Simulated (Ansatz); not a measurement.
**BrCl2H2In (built from SMILES [Cl][In]([Cl])[Br].[H][H]): a short trajectory**

Aim: follow the atoms for 60 steps of 0.75 fs at constant energy, with velocities drawn for 300 K, and see to which side of the barrier the system falls.

Computed with Ansatz 0.2.0, Gaussian basis. Level: revPBE-D4/def2-SVP.

## Step 1: The system as given

The start, a first-order saddle point found at PBE0-D4 in triple zeta: 6 atoms, charge 0, spin multiplicity 1.

Atoms are counted from 1 here; the program's logs count them from 0.

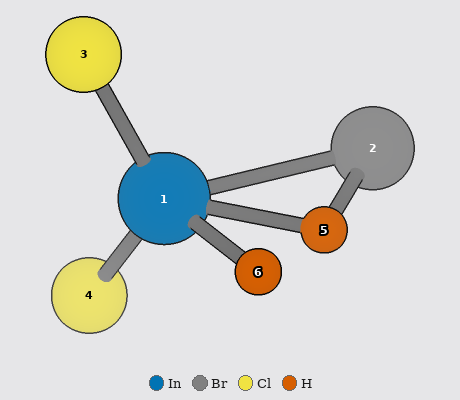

Start geometry, drawn with indium blue, bromine grey, chlorine yellow, hydrogen orange; atoms are numbered from 1 in the order of the file.

Geometry (Å):

```xyz
6

In   -0.3267   -0.0091   -0.5567
Br    0.6223   -0.9372    1.8840
Cl    0.6357   -1.2042   -2.2677
Cl   -2.5828    0.4023   -0.4055
H     0.8851    0.5001    1.0983
H     0.7663    1.2482    0.2476
```

## Step 2: The run

md/in.yaml reads:

```yaml
crystal:
  periodic: [false, false, false]
  atoms:
    - {symbol: In, position_ang: [-0.326687, -0.009090, -0.556748]}
    - {symbol: Br, position_ang: [0.622306, -0.937189, 1.884048]}
    - {symbol: Cl, position_ang: [0.635738, -1.204245, -2.267743]}
    - {symbol: Cl, position_ang: [-2.582788, 0.402349, -0.405464]}
    - {symbol: H, position_ang: [0.885088, 0.500075, 1.098273]}
    - {symbol: H, position_ang: [0.766341, 1.248200, 0.247634]}
basis:
  gaussian: {orbitals: def2-SVP}
hamiltonian: {xc: {name: revPBE}, dispersion: d4}
md: {n_steps: 60, timestep: 0.75, temperature: 300, ensemble: nve, seed: 627, initial_velocities: maxwell_boltzmann}
```

Started as:

```
$ ansatz run in.yaml --threads 8 --pin off --events-out ev --progress --plain --max-ram 19148MiB
```

Log, shortened:

```text
Functional definition: revPBE
  name "revPBE"
  cite "Zhang & Yang, Phys. Rev. Lett. 80, 890 (1998) doi:10.1103/PhysRevLett.80.890"
  cite "Perdew, Burke & Ernzerhof, Phys. Rev. Lett. 77, 3865 (1996) doi:10.1103/PhysRevLett.77.3865"
[...]
1167 factors; their error is unknown
[...]
mean field -100274.39003057 eV, -3685.0158652006 hartree, gradient 1.9e-5 eV, S^2 0.000000; 0 other end points of the search recorded, 0 dependent functions left out
[...]
reference -100274.39008865 eV, -3685.0158673351 hartree; 46, 46 occupied and 58, 58 virtual orbitals, 1167 factors
md step     0: t =     0.00 fs  T =   300.0 K  F+E_penalty+E_count = -100274.78721942 eV  E_kin = 0.155112 eV  conserved = -100274.63210743 eV  (28 SCF iters)
[...]
md step    15: t =    11.25 fs  T =   601.0 K  F+E_penalty+E_count = -100274.94366943 eV  E_kin = 0.310747 eV  conserved = -100274.63292261 eV  (28 SCF iters, 3 dispersion substeps)
[...]
md step    30: t =    22.50 fs  T =  1639.7 K  F+E_penalty+E_count = -100275.48015108 eV  E_kin = 0.847810 eV  conserved = -100274.63234061 eV  (28 SCF iters, 5 dispersion substeps)
[...]
md step    45: t =    33.75 fs  T =  2003.3 K  F+E_penalty+E_count = -100275.67011934 eV  E_kin = 1.035780 eV  conserved = -100274.63433965 eV  (27 SCF iters, 5 dispersion substeps)
[...]
md step    59: t =    44.25 fs  T =  2002.0 K  F+E_penalty+E_count = -100275.66631427 eV  E_kin = 1.035089 eV  conserved = -100274.63122527 eV  (27 SCF iters, 5 dispersion substeps)
[...]
md step    60: t =    45.00 fs  T =  2058.3 K  F+E_penalty+E_count = -100275.69754745 eV  E_kin = 1.064238 eV  conserved = -100274.63330985 eV  (28 SCF iters, 5 dispersion substeps)
Total energy: -100275.69760777 eV, -3685.0639177763 hartree
Atom 0 at    -0.304034    -0.050044    -0.441218 Å, force    -0.495731    -1.120979     0.083080 eV/Å
Atom 1 at     0.594472    -0.935386     1.790312 Å, force    -0.102565     0.460849    -0.476783 eV/Å
Atom 2 at     0.648366    -1.240810    -2.329114 Å, force    -0.203589     0.592332     0.437331 eV/Å
Atom 3 at    -2.687694     0.426986    -0.487100 Å, force     0.819289     0.099943    -0.047398 eV/Å
Atom 4 at     2.182152     2.996529     0.499846 Å, force     0.189035     0.806094    -0.400353 eV/Å
Atom 5 at     2.340630     3.693163     0.146179 Å, force    -0.206438    -0.838238     0.404123 eV/Å
Dipole moment:     0.180727     0.391499     0.017334 e Å
```

Wall time 46 s (8 threads of AMD EPYC 7R43, shared host).

## Step 3: The trajectory

One row in 3 steps:

```
time (fs)  T (K)  potential (meV)  potential + kinetic (meV)  In1–H6 (Å)  Br2–H5 (Å)  In1–Br2 (Å)  H5–H6 (Å)
     0.00    300              0.0                        0.0       1.850       1.659        2.778      1.139
     2.25    252             24.8                        0.1       1.873       1.689        2.776      1.127
     4.50    182             61.7                        0.6       1.899       1.736        2.773      1.109
     6.75    198             53.5                        0.9       1.920       1.803        2.771      1.066
     9.00    372            -36.8                        0.5       1.936       1.896        2.768      0.982
    11.25    601           -156.4                       -0.8       1.960       2.022        2.765      0.863
    13.50    728           -220.3                        1.2       2.014       2.156        2.762      0.778
    15.75   1022           -374.8                       -1.4       2.109       2.266        2.757      0.811
    18.00   1194           -461.8                        0.5       2.240       2.389        2.751      0.859
    20.25   1461           -600.6                       -0.2       2.398       2.552        2.743      0.825
    22.50   1640           -692.9                       -0.2       2.576       2.746        2.734      0.732
    24.75   1823           -790.3                       -2.7       2.773       2.900        2.723      0.757
    27.00   1825           -787.5                        0.7       2.984       3.040        2.711      0.832
    29.25   1941           -849.7                       -1.5       3.185       3.226        2.697      0.796
    31.50   1901           -825.2                        2.4       3.379       3.431        2.681      0.716
    33.75   2003           -882.9                       -2.2       3.603       3.573        2.664      0.783
    36.00   1932           -842.4                        1.3       3.820       3.726        2.646      0.828
    38.25   2030           -897.2                       -2.7       4.001       3.935        2.627      0.749
    40.50   2010           -884.7                       -0.8       4.199       4.117        2.606      0.729
    42.75   1998           -877.0                        0.7       4.431       4.248        2.585      0.819
    45.00   2058           -910.3                       -1.2       4.621       4.432        2.563      0.797
```

Energies count from the start.

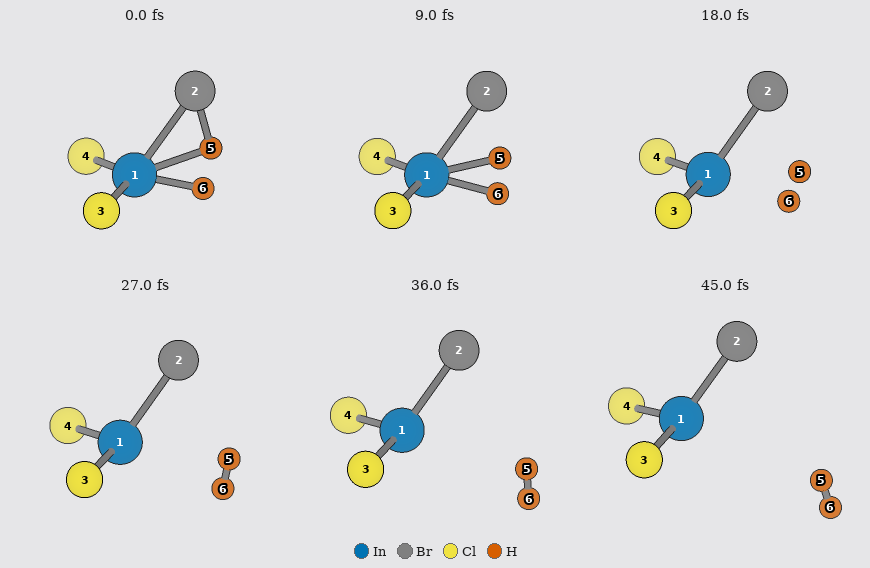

Six frames.

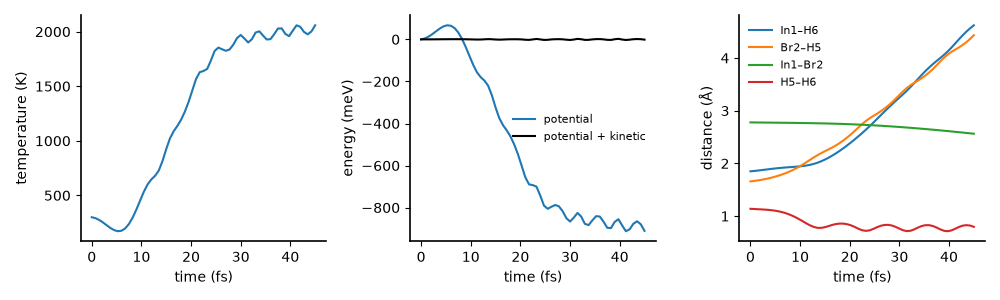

Temperature, energies and the distances followed.

Positions (Å) and forces (eV/Å) at 18.00 fs:

```xyz
6

In   -0.321    0.001   -0.533    0.389   -1.431    1.490
Br    0.622   -0.947    1.871   -0.428    0.297   -0.909
Cl    0.633   -1.232   -2.280    0.188    0.165   -0.296
Cl   -2.613    0.392   -0.434   -0.341    0.384   -0.072
H     1.221    1.145    0.887   -0.226    0.562   -0.911
H     1.065    1.609    0.181    0.417    0.023    0.697
```

Positions (Å) and forces (eV/Å) at 45.00 fs:

```xyz
6

In   -0.304   -0.050   -0.441   -0.496   -1.121    0.083
Br    0.594   -0.935    1.790   -0.103    0.461   -0.477
Cl    0.648   -1.241   -2.329   -0.204    0.592    0.437
Cl   -2.688    0.427   -0.487    0.819    0.100   -0.047
H     2.182    2.997    0.500    0.189    0.806   -0.400
H     2.341    3.693    0.146   -0.206   -0.838    0.404
```

## Step 4: Outcome

| quantity | value |
| --- | --- |
| length | 60 steps, 45.0 fs |
| temperature at the start | 300 K |
| mean temperature, second half | 1926 K |
| lowest and highest potential energy, from the first frame | -912 and 67 meV |
| largest change of potential + kinetic | 2.9 meV |
| bonds lost by distance | In1–H6, Br2–H5 |
| bonds made by distance | H5–H6 |

What this shows: By the last frame it has moved back towards the start side of the step. The system runs downhill by 0.91 eV, and that energy turns into motion. With no thermostat the total energy should stay fixed; it holds within 2.9 meV, small beside the kinetic energy, so the time step serves. The temperature runs between 172 and 2058 K.
